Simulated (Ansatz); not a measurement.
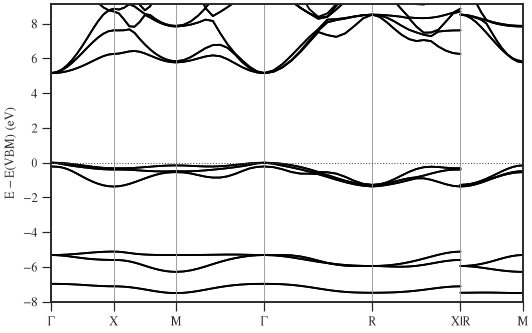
Figure. Band structure from PBEsol with spin–orbit coupling in the plane-wave PAW code Ansatz

Problem. Read off the gap and where the band edges lie.

Solution. About 5.2 eV (5.15 eV by a search for the band edges); maximum at Γ, minimum at Γ.

The material is CsCl (CsCl type, space group No. 221).

Space group Pm-3m (CsCl type). The PBEsol relaxation kept the symmetry of its start.

Potentials: the earlier of the program's two PAW sets. The files were generated under PBE; for other functionals the program regenerates the frozen cores, and for LDA and PBEsol the local potential too.
